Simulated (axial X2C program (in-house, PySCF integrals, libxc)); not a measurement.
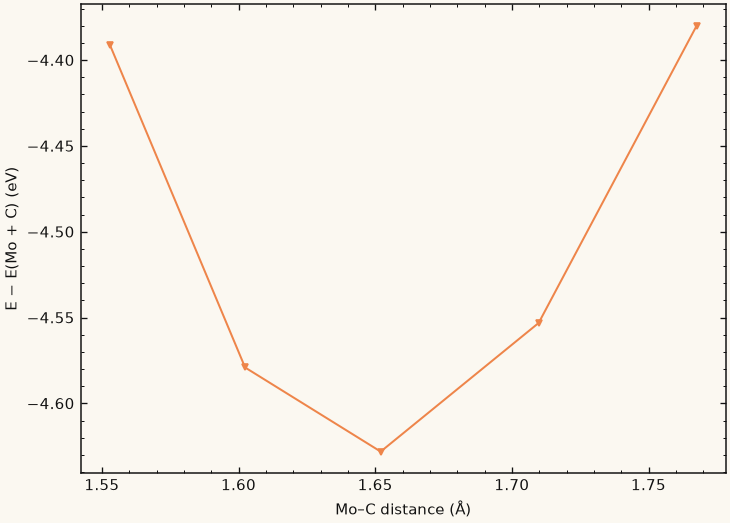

Fig. 1: Energy at 5 bond lengths, for one set of occupations held fixed; the line joins the points. A polynomial of degree 3 through 5 points gives rₑ = 1.648 Å, ωₑ = 1052 cm⁻¹ and Bₑ = 0.5810 cm⁻¹. The minimum lies 4.63 eV below Mo + C, each computed as one determinant at the same level.

Relativistic diatomic calculation, with input and output: MoC

System: MoC, single determinant with Ω = 1.
Method: PBE0, two-component X2C with atomic mean-field Coulomb and Gaunt terms, Mo dyall-cv3z, C dyall-v3z (cores contracted) (axial X2C program (in-house, PySCF integrals, libxc)).

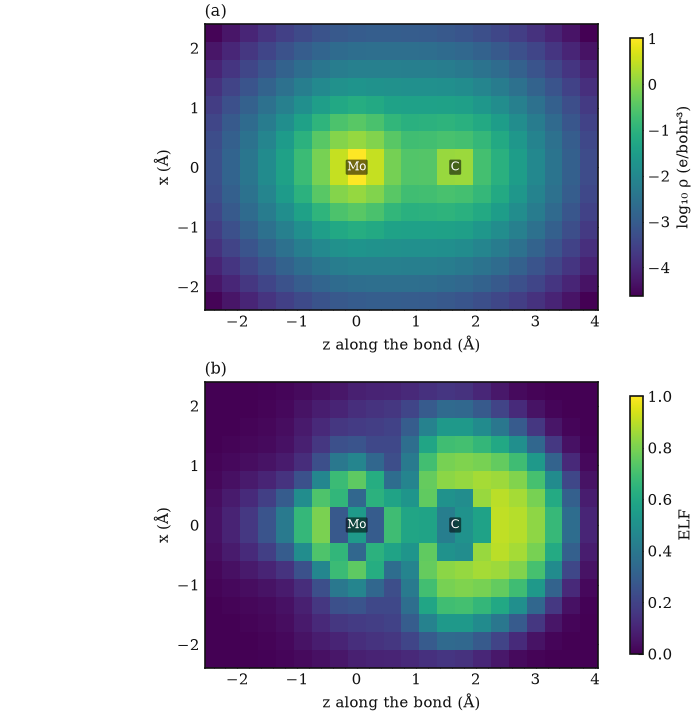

Fig. 2: (a) electron density on a logarithmic scale; (b) electron localisation function, in a plane that holds the axis, at 1.65 Å, on points 0.3 Å apart (one half computed, the other mirrored); the structure near the nuclei is finer than these points.

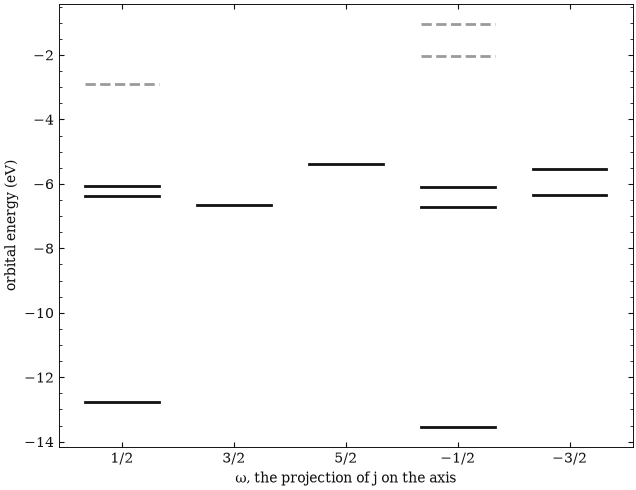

Fig. 3: Orbital energies near the frontier at 1.65 Å, filled (solid) and empty (dashed). The highest filled spinor (5/2; 99 % Mo d) lies at −5.39 eV, the lowest empty one (1/2; 52 % Mo s, 25 % Mo p) at −2.91 eV.

Input and output of the run follow.

The input:
```
{"zs": [42, 6], "q": 0, "bas": ["dyall-cv3z", "dyall-v3z"], "levels": ["PBE0", "HF", "PBEsol"], "cc": true, "r0": 1.88, "thr": -1.0, "nmax": 90, "npts": 10, "nst": 2, "ntry": 6}
```

The line is the task of a batch: nuclear charges, charge, bases, the levels to run, a first guess of the distance and further settings. This report covers PBE0 with spin-orbit coupling. The log is that of the reference distance 1.652 Å, started from orbitals converged before.

The run was one of a batch that the task file lists, launched with:
```bash
python <driver script> task.json out
```

The program's output:
```
two-component X2C + atomic mean field  PBE0
basis functions 196  fitting functions 938  grid points 5074
iter        total energy     max residual
   1      -4084.480453977     6.76e-05
   2      -4084.480453982     1.23e-05
converged
one-electron -5793.95885799  Coulomb 1760.48550289  exact exchange -31.91422627  xc functional -97.91459563  nuclear repulsion 80.72194743  atomic mean-field constant -1.90022441
```

The points of the curve:

| R (Å) | E (hartree) | dipole (D; origin at the first atom, positive when the second is positive) | highest filled (eV) | lowest empty (eV) |
| --- | --- | --- | --- | --- |
| 1.553 | −4084.471742 | −5.33 | −5.17 | −2.72 |
| 1.602 | −4084.478653 | −5.44 | −5.28 | −2.82 |
| 1.652 | −4084.480454 | −5.53 | −5.39 | −2.91 |
| 1.710 | −4084.477699 | −5.59 | −5.51 | −3.00 |
| 1.768 | −4084.471336 | −5.61 | −5.63 | −3.08 |

Summary:

- outcome: converged
- bond length rₑ: 1.648 Å
- ωₑ: 1052 cm⁻¹
- energy at the minimum: −4084.48045 hartree
- depth below the fragments: 4.63 eV
- hardware: 1 thread of Intel Xeon @ 2.60GHz (Ice Lake), 24 GiB of memory available, shared host
- wall time: 15 s
- peak memory: 0.66 GiB

Remarks:

Caveats: 5 of the 10 points asked for were kept.
